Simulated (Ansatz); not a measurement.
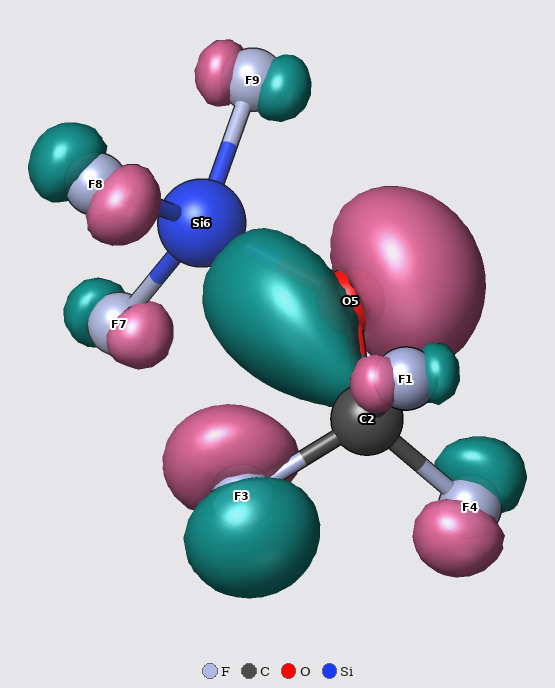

The picture shows: CF6OSi. The HOMO−1 at ±0.15 Å⁻³ᐟ² (teal and pink are the two phases), seen at an oblique angle.

Geometry: PBE0-D4/def2-TZVP.

Method: RKS PBE0-D4/def2-TZVPP in Ansatz.

```xyz
9

F     0.9989   -1.7278   -1.0853
C     0.7787   -0.4214   -1.0364
F    -0.3370   -0.1652   -1.7292
F     1.7867    0.1957   -1.6288
O     0.6733   -0.0056    0.2376
Si   -0.6480    0.4159    1.0860
F    -1.2659    1.7460    0.5479
F    -1.7342   -0.7065    1.0370
F    -0.1640    0.6226    2.5541
```

**Where does this orbital lie, and at what energy?**

By Hirshfeld shares it lies mainly on O5 (about 50 %) and F3 (about 20 %); largely a combination of lone pairs on O5 and F3. Its energy is −11.96 eV.
